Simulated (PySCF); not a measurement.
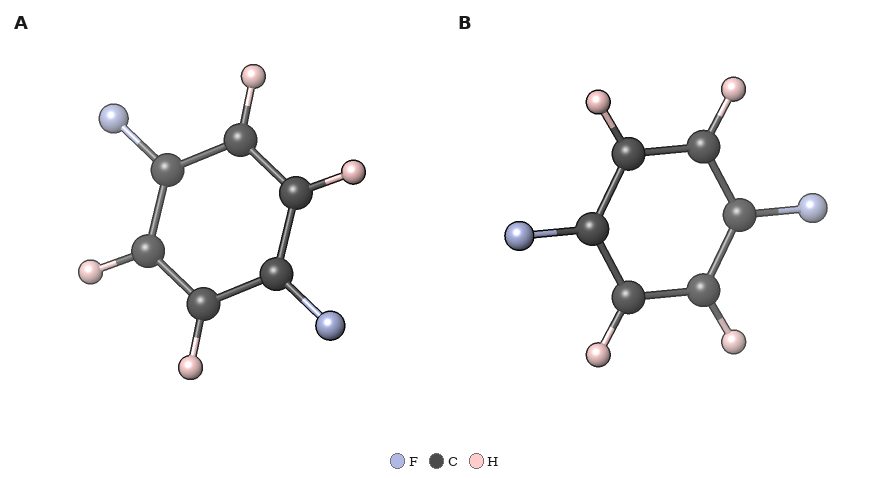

Depth is shown by fading: the farther an atom, the more it takes the colour of the background. Computed geometry: GFN2-xTB optimisation. No frequency run is at hand to confirm it as a minimum.

How are A and B related: the same structure turned, mirror images, conformers, diastereomers or constitutional isomers?

They are the same structure, C6H4F2 (Fc1ccc(F)cc1), seen from two directions. With point group D2h it is achiral, so its mirror image would be the same too.
